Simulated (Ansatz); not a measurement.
# Geometry relaxation of HfH2ClO2F

System: HfH2ClO2F.
Method: RKS PBE0/def2-SVP (Ansatz 0.2.0).

It belongs to a series of runs on one base structure; here: start relaxed. Figures and captions count atoms from 1; the log counts them from 0 in places.

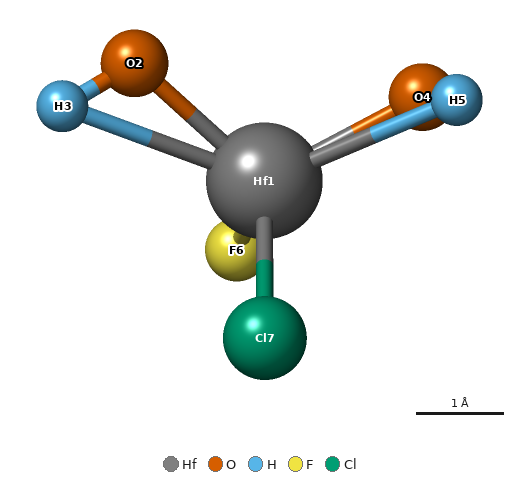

**Figure 1.** The structure as given in the input (ball-and-stick view, seen on its broad side; atoms are numbered from 1 in the order of the input). Sticks mark near contacts. Bond lengths as drawn: Cl–Hf 2.52 Å, F–Hf 1.98 Å, Hf–O 2.07 Å, H–Hf 2.59 Å and H–O 1.01 Å.

The input:
```yaml
crystal:
  periodic: [false, false, false]
  atoms:
    - { symbol: Hf, position_ang: [0.0, 0.0, 0.0] }
    - { symbol: O, position_ang: [0.0, 0.0, 2.07] }
    - { symbol: H, position_ang: [-0.9095, -0.2814, 2.4071] }
    - { symbol: O, position_ang: [1.952, 0.0, -0.6893] }
    - { symbol: H, position_ang: [2.2684, -0.9521, -0.806] }
    - { symbol: F, position_ang: [-0.9326, 1.6157, -0.6593] }
    - { symbol: Cl, position_ang: [-1.1869, -2.0563, -0.8392] }
basis:
  gaussian: { orbitals: def2-SVP }
hamiltonian:
  xc: pbe0
relax:
  f_tol: 0.02
  max_steps: 40
output:
  orbitals: {}
```

Run on 2 threads of Arm Neoverse V1, 24 GiB of memory available, shared host.

Launched with:
```bash
ansatz run input.yaml --threads 2 --pin off --max-ram 3072MiB --backend cpu --events-out ev --progress --plain --runs-dir out
```

What the program printed:
```
The last accepted step is kept in [file] (removed where the run ends without a failure and the disk answers)
Engine: ansatz 0.2.0, aarch64-unknown-linux-gnu
Functional definition: PBE0
  parameter a = 0.25
  parameter kappa = 0.804
  parameter beta = 0.06672455060314922
  exchange = (1 - a)*pbe_x(kappa = kappa, mu = beta*pi^2/3) + a*exact_x
  correlation = pbe_c(beta = beta)
1039 factors; integrals over basis functions are off by at most 3.1e-4 eV
mean field evaluation 1: about -20647.3115 eV, gradient 8.0e1 eV
mean field evaluation 2: about -20532.0122 eV, gradient 2.5e2 eV
mean field evaluation 4: about -20658.9257 eV, gradient 1.5e1 eV
mean field evaluation 8: about -20659.3639 eV, gradient 4.2e-1 eV
mean field evaluation 16: about -20659.3643 eV, gradient 7.7e-5 eV
mean field -20659.36430859 eV, -759.2176349207 hartree, gradient 7.7e-5 eV, S^2 0.000000; 0 other end points of the search recorded, 0 dependent functions left out
the calculation of the forces begins
reference -20659.36436683 eV, -759.2176370610 hartree; 28, 28 occupied and 74, 74 virtual orbitals, 1039 factors
relax step   1: F+E_penalty+E_count = -20659.36430859 eV  Δ(F+E_penalty+E_count) = +0.000e0 eV  max|allowed force component| = 2.213e0 eV/Å  Δτ_max = 0.0000 Å  (28 SCF iters, accepted)
these checks for a lower state are left out or cut short: starts, cluster_reference, orbital_swaps, neighbouring_geometries, increment
1039 factors; integrals over basis functions are off by at most 3.2e-4 eV
mean field -20660.03203561 eV, -759.2421734361 hartree, gradient 1.3e-5 eV, S^2 0.000000; 0 other end points of the search recorded, 0 dependent functions left out
the calculation of the forces begins
reference -20660.03209325 eV, -759.2421755540 hartree; 28, 28 occupied and 74, 74 virtual orbitals, 1039 factors
relax step   2: F+E_penalty+E_count = -20660.03203561 eV  Δ(F+E_penalty+E_count) = -6.677e-1 eV  max|allowed force component| = 1.565e0 eV/Å  Δτ_max = 0.1928 Å  (34 SCF iters, accepted)
these checks for a lower state are left out or cut short: starts, cluster_reference, orbital_swaps, neighbouring_geometries, increment
1039 factors; integrals over basis functions are off by at most 3.2e-4 eV
mean field evaluation 32: about -20660.1910 eV, gradient 1.5e-5 eV
mean field -20660.19098838 eV, -759.2480148424 hartree, gradient 1.4e-5 eV, S^2 0.000000; 0 other end points of the search recorded, 0 dependent functions left out
the calculation of the forces begins
reference -20660.19104616 eV, -759.2480169661 hartree; 28, 28 occupied and 74, 74 virtual orbitals, 1039 factors
relax step   3: F+E_penalty+E_count = -20660.19098838 eV  Δ(F+E_penalty+E_count) = -1.590e-1 eV  max|allowed force component| = 1.040e0 eV/Å  Δτ_max = 0.1037 Å  (36 SCF iters, accepted)
these checks for a lower state are left out or cut short: starts, cluster_reference, orbital_swaps, neighbouring_geometries, increment
1039 factors; integrals over basis functions are off by at most 3.0e-4 eV
mean field -20660.25992011 eV, -759.2505480370 hartree, gradient 1.9e-5 eV, S^2 0.000000; 0 other end points of the search recorded, 0 dependent functions left out
the calculation of the forces begins
reference -20660.25997781 eV, -759.2505501574 hartree; 28, 28 occupied and 74, 74 virtual orbitals, 1039 factors
relax step   4: F+E_penalty+E_count = -20660.25992011 eV  Δ(F+E_penalty+E_count) = -6.893e-2 eV  max|allowed force component| = 8.856e-1 eV/Å  Δτ_max = 0.1147 Å  (29 SCF iters, accepted)
these checks for a lower state are left out or cut short: starts, cluster_reference, orbital_swaps, neighbouring_geometries, increment
1039 factors; integrals over basis functions are off by at most 3.0e-4 eV
mean field -20660.28219332 eV, -759.2513665622 hartree, gradient 1.9e-5 eV, S^2 0.000000; 0 other end points of the search recorded, 0 dependent functions left out
the calculation of the forces begins
reference -20660.28225081 eV, -759.2513686750 hartree; 28, 28 occupied and 74, 74 virtual orbitals, 1039 factors
relax step   5: F+E_penalty+E_count = -20660.28219332 eV  Δ(F+E_penalty+E_count) = -2.227e-2 eV  max|allowed force component| = 1.489e0 eV/Å  Δτ_max = 0.1749 Å  (29 SCF iters, accepted)
these checks for a lower state are left out or cut short: starts, cluster_reference, orbital_swaps, neighbouring_geometries, increment
1039 factors; integrals over basis functions are off by at most 3.4e-4 eV
mean field -20660.43315248 eV, -759.2569142091 hartree, gradient 1.4e-5 eV, S^2 0.000000; 0 other end points of the search recorded, 0 dependent functions left out
the calculation of the forces begins
reference -20660.43320939 eV, -759.2569163003 hartree; 28, 28 occupied and 74, 74 virtual orbitals, 1039 factors
relax step   6: F+E_penalty+E_count = -20660.43315248 eV  Δ(F+E_penalty+E_count) = -1.510e-1 eV  max|allowed force component| = 1.456e-1 eV/Å  Δτ_max = 0.1999 Å  (34 SCF iters, accepted)
these checks for a lower state are left out or cut short: starts, cluster_reference, orbital_swaps, neighbouring_geometries, increment
1039 factors; integrals over basis functions are off by at most 6.3e-4 eV
mean field -20660.45538414 eV, -759.2577312074 hartree, gradient 1.3e-5 eV, S^2 0.000000; 0 other end points of the search recorded, 0 dependent functions left out
the calculation of the forces begins
reference -20660.45544077 eV, -759.2577332888 hartree; 28, 28 occupied and 74, 74 virtual orbitals, 1039 factors
relax step   7: F+E_penalty+E_count = -20660.45538414 eV  Δ(F+E_penalty+E_count) = -2.223e-2 eV  max|allowed force component| = 3.820e-2 eV/Å  Δτ_max = 0.1562 Å  (34 SCF iters, accepted)
these checks for a lower state are left out or cut short: starts, cluster_reference, orbital_swaps, neighbouring_geometries, increment
1039 factors; integrals over basis functions are off by at most 6.6e-4 eV
mean field evaluation 64: about -20660.4000 eV, gradient 9.1e0 eV
mean field -20660.45552556 eV, -759.2577364045 hartree, gradient 1.3e-5 eV, S^2 0.000000; 0 other end points of the search recorded, 0 dependent functions left out
the calculation of the forces begins
reference -20660.45558216 eV, -759.2577384848 hartree; 28, 28 occupied and 74, 74 virtual orbitals, 1039 factors
relax step   8: F+E_penalty+E_count = -20660.45552556 eV  Δ(F+E_penalty+E_count) = -1.414e-4 eV  max|allowed force component| = 1.723e-1 eV/Å  Δτ_max = 0.0238 Å  (31 SCF iters, accepted)
these checks for a lower state are left out or cut short: starts, cluster_reference, orbital_swaps, neighbouring_geometries, increment
1039 factors; integrals over basis functions are off by at most 6.8e-4 eV
mean field -20660.45626004 eV, -759.2577633961 hartree, gradient 1.3e-5 eV, S^2 0.000000; 0 other end points of the search recorded, 0 dependent functions left out
the calculation of the forces begins
reference -20660.45631666 eV, -759.2577654771 hartree; 28, 28 occupied and 74, 74 virtual orbitals, 1039 factors
relax step   9: F+E_penalty+E_count = -20660.45626004 eV  Δ(F+E_penalty+E_count) = -7.345e-4 eV  max|allowed force component| = 1.327e-2 eV/Å  Δτ_max = 0.0140 Å  (31 SCF iters, accepted)
1039 factors; integrals over basis functions are off by at most 6.8e-4 eV
mean field evaluation 96: about -20660.4563 eV, gradient 2.0e-5 eV
```

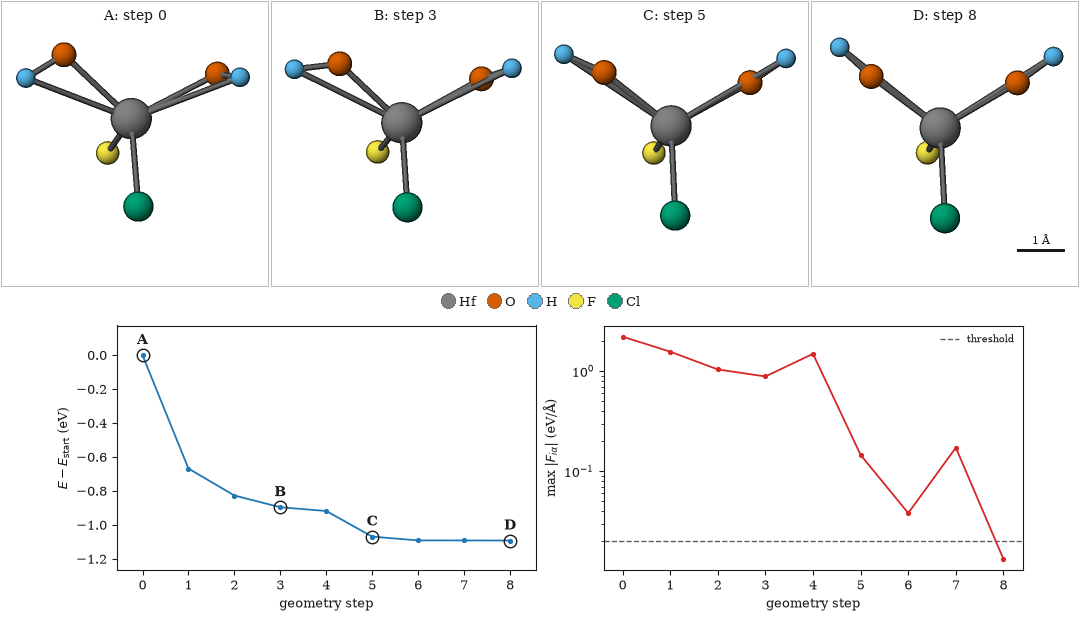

**Figure 2.** Frames of the relaxation (ball-and-stick view, seen on its broad side) above the curves, on which the letters mark them (the first geometry is step 0 here and step 1 in the log).

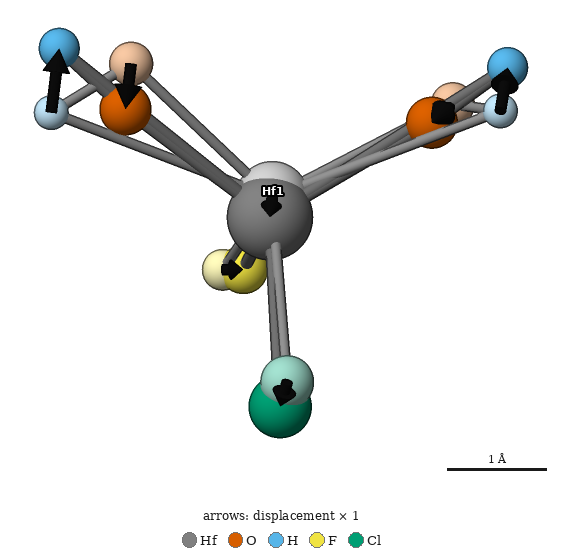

**Figure 3.** Start (faint) and end (solid) with the displacements as black arrows, at true length (ball-and-stick view, seen on its broad side). The two geometries are laid on each other by the best rigid fit. The atom that moves furthest after the best rigid fit is H3 (0.66 Å). Largest moves by element: H 0.66 Å, O 0.47 Å, Cl 0.31 Å, Hf 0.24 Å, F 0.22 Å. Distances before and after: Hf1–H3 2.589 → 2.860 Å, Hf1–O2 2.070 → 1.908 Å, Hf1–Cl7 2.518 → 2.374 Å, Hf1–F6 1.979 → 1.914 Å. Among the angles that change: Hf1–O2–H3 109.5° → 174.3°, Hf1–O4–H5 109.5° → 174.1°, Hf1–H3–O2 48.9° → 3.8°. Over 8 geometry steps the energy falls by 1.092 eV. The largest force component goes from 2.2 to 0.013 eV/Å. (Atoms are counted from 1 in the order of the input.)

```
mean field -20660.45626004 eV, -759.2577633961 hartree, gradient 1.3e-5 eV, S^2 0.000000; 1 other end points of the search recorded, 0 dependent functions left out
the calculation of the forces begins
reference -20660.45631666 eV, -759.2577654771 hartree; 28, 28 occupied and 74, 74 virtual orbitals, 1039 factors
Total energy: -20660.45631666 eV, -759.2577654771 hartree
Atom 0 at    -0.153621    -0.160650    -0.079833 Å, force     0.013271     0.001628     0.011942 eV/Å
Atom 1 at    -0.379981    -0.131435     1.814848 Å, force    -0.000564    -0.001429    -0.000025 eV/Å
Atom 2 at    -0.399044    -0.118924     2.769750 Å, force     0.000610     0.000496    -0.008037 eV/Å
Atom 3 at     1.686435    -0.362049    -0.544183 Å, force    -0.002088    -0.000614     0.000879 eV/Å
Atom 4 at     2.627139    -0.455146    -0.680883 Å, force    -0.005197     0.000673     0.000449 eV/Å
Atom 5 at    -0.779244     1.503096    -0.790492 Å, force    -0.002565     0.003168    -0.002520 eV/Å
Atom 6 at    -1.410285    -1.948992    -1.005907 Å, force    -0.003467    -0.003922    -0.002687 eV/Å
Dipole moment:     0.591707     0.013377     0.518257 e Å
```

Trajectory as extended XYZ (Å, eV, eV/Å), 9 frames, from step=1 to step=9:
```
7
Properties=species:S:1:pos:R:3:forces:R:3 step=1 energy=-20659.36431
Hf    0.0000    0.0000    0.0000    0.7418   0.2644   0.2282
O     0.0000    0.0000    2.0700   -1.9039  -0.6840  -2.2125
H    -0.9095   -0.2814    2.4071    1.7527   0.5922  -0.3141
O     1.9520    0.0000   -0.6893   -2.1532  -2.0058   0.7782
H     2.2684   -0.9521   -0.8060   -0.2897   1.8492   0.1248
F    -0.9326    1.6157   -0.6593    0.9211  -1.5878   0.6888
Cl   -1.1869   -2.0563   -0.8392    0.9312   1.5718   0.7066
7
Properties=species:S:1:pos:R:3:forces:R:3 step=2 energy=-20660.03204
Hf   -0.0041   -0.0378   -0.0121    0.2345   1.0834   0.1579
O    -0.0260   -0.0519    1.9164   -1.4779  -0.4577   1.0387
H    -0.8772   -0.2509    2.3912    1.3625   0.3648  -0.3923
O     1.8144   -0.0431   -0.6340    1.0718  -1.5649  -0.3394
H     2.2633   -0.9139   -0.7972   -0.2915   1.3602   0.1342
F    -0.8863    1.5314   -0.6210   -0.2318   0.3870  -0.1548
Cl   -1.0925   -1.9079   -0.7600   -0.6676  -1.1728  -0.4442
7
Properties=species:S:1:pos:R:3:forces:R:3 step=3 energy=-20660.19099
Hf   -0.0280   -0.0453   -0.0330    0.3387   0.2125   0.1779
O    -0.0334   -0.1203    1.9132   -1.0399  -0.0643   0.1831
H    -0.8569   -0.1661    2.4473    0.9256   0.0722  -0.2973
O     1.8222   -0.0616   -0.6309   -0.0716  -0.6807   0.0018
H     2.3371   -0.8714   -0.7892   -0.0083   0.5467   0.0302
F    -0.8962    1.5547   -0.6170   -0.0476   0.0496  -0.0163
Cl   -1.1534   -1.9641   -0.8071   -0.0968  -0.1359  -0.0795
7
Properties=species:S:1:pos:R:3:forces:R:3 step=4 energy=-20660.25992
Hf   -0.0541   -0.0600   -0.0546    0.2431  -0.0616   0.1007
O    -0.0503   -0.1536    1.8858   -0.8856   0.0430   0.2182
H    -0.7992   -0.1183    2.5151    0.7763  -0.0241  -0.4018
O     1.7960   -0.0974   -0.6402   -0.0354  -0.5824   0.0215
H     2.4295   -0.8270   -0.7378   -0.1731   0.5179   0.0249
F    -0.9153    1.5532   -0.6228    0.0190  -0.0198   0.0011
Cl   -1.2154   -1.9710   -0.8621    0.0556   0.1271   0.0353
7
Properties=species:S:1:pos:R:3:forces:R:3 step=5 energy=-20660.28219
Hf   -0.0862   -0.0965   -0.0773    0.0695  -0.1012   0.0169
O    -0.0936   -0.2064    1.8499   -1.1111   0.2731   0.9475
H    -0.7184   -0.0559    2.6026    1.0306  -0.2479  -1.0391
O     1.7487   -0.1555   -0.6668    1.3666  -1.2383   0.0199
H     2.5617   -0.7355   -0.6690   -1.4890   1.2094  -0.0071
F    -0.9145    1.5387   -0.6369    0.0436  -0.0472   0.0095
Cl   -1.3063   -1.9630   -0.9192    0.0898   0.1522   0.0524
7
Properties=species:S:1:pos:R:3:forces:R:3 step=6 energy=-20660.43315
Hf   -0.1097   -0.1382   -0.0683    0.1189  -0.1281   0.1415
O    -0.2694   -0.1730    1.8433   -0.0918   0.0517  -0.1456
H    -0.5844   -0.0778    2.7426    0.1010  -0.0280  -0.0789
O     1.7249   -0.2904   -0.6107   -0.1035  -0.0697   0.0403
H     2.6368   -0.5592   -0.7261   -0.0991   0.0855   0.0227
F    -0.8342    1.5043   -0.7295    0.0230   0.0211  -0.0063
Cl   -1.3726   -1.9397   -0.9680    0.0515   0.0674   0.0263
7
Properties=species:S:1:pos:R:3:forces:R:3 step=7 energy=-20660.45538
Hf   -0.1431   -0.1602   -0.0763    0.0238   0.0114   0.0344
O    -0.3659   -0.1449    1.8201   -0.0023   0.0227  -0.0106
H    -0.4338   -0.1064    2.7725    0.0146  -0.0098  -0.0363
O     1.6946   -0.3642   -0.5573   -0.0047   0.0141   0.0101
H     2.6359   -0.4576   -0.6938   -0.0382   0.0026   0.0063
F    -0.7873    1.4992   -0.7829    0.0216  -0.0118   0.0119
Cl   -1.4090   -1.9399   -0.9990   -0.0147  -0.0291  -0.0158
7
Properties=species:S:1:pos:R:3:forces:R:3 step=8 energy=-20660.45553
Hf   -0.1495   -0.1628   -0.0726   -0.0315  -0.0188  -0.1723
O    -0.3783   -0.1281    1.8165   -0.0151  -0.0103   0.1627
H    -0.4130   -0.1178    2.7709    0.0039   0.0032  -0.0021
O     1.6869   -0.3579   -0.5473    0.0539  -0.0192   0.0037
H     2.6255   -0.4572   -0.6930    0.0003   0.0036   0.0021
F    -0.7731    1.4992   -0.7856   -0.0190   0.0314  -0.0083
Cl   -1.4072   -1.9496   -1.0056    0.0076   0.0100   0.0142
7
Properties=species:S:1:pos:R:3:forces:R:3 step=9 energy=-20660.45626
Hf   -0.1536   -0.1606   -0.0798    0.0133   0.0016   0.0119
O    -0.3800   -0.1314    1.8148   -0.0006  -0.0014   0.0000
H    -0.3990   -0.1189    2.7698    0.0006   0.0005  -0.0080
O     1.6864   -0.3620   -0.5442   -0.0021  -0.0006   0.0009
H     2.6271   -0.4551   -0.6809   -0.0052   0.0007   0.0004
F    -0.7792    1.5031   -0.7905   -0.0026   0.0032  -0.0025
Cl   -1.4103   -1.9490   -1.0059   -0.0035  -0.0039  -0.0027
```

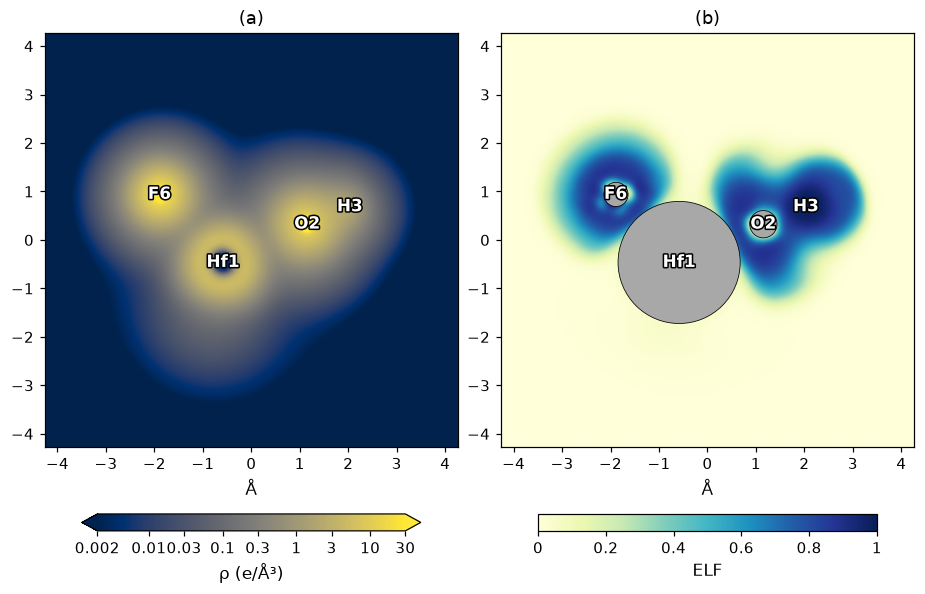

**Figure 4.** (a) electron density; (b) ELF on the plane of atoms O2, Hf1 and F6. Grey discs, where drawn, cover atomic cores. Hf–O (1.91 Å): ρ at the midpoint is about 0.88 e/Å³; the ELF peaks at about 0.85 in the valence shell of O, 0.5 Å from its nucleus, and drops to about 0.15 between the two atoms.

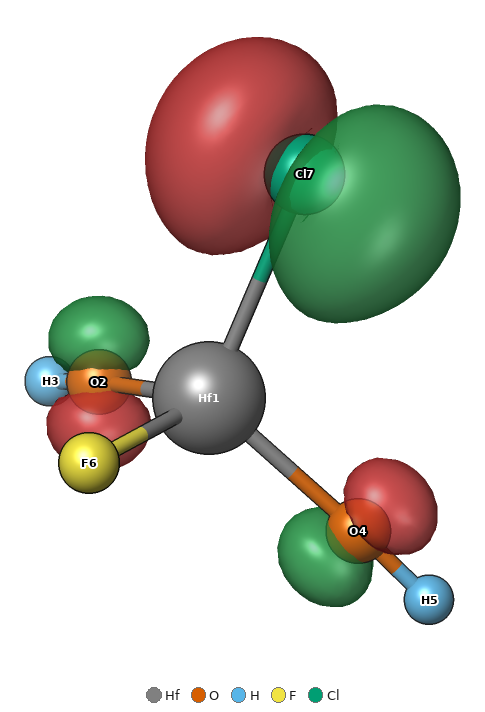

**Figure 5.** One frontier orbital at ±0.15 Å⁻³ᐟ² (green and red are the two phases), seen at an oblique angle. The HOMO, at −8.88 eV.

Key numbers:

| quantity | value |
| --- | --- |
| outcome | converged |
| total energy | −20660.4563 eV |
| mean-field energy | −20660.4563 eV |
| largest force (length of the vector) at the end | 0.018 eV/Å |
| wall time | 32 s (CPU time 62 s) |
| peak memory | 0.23 GiB |
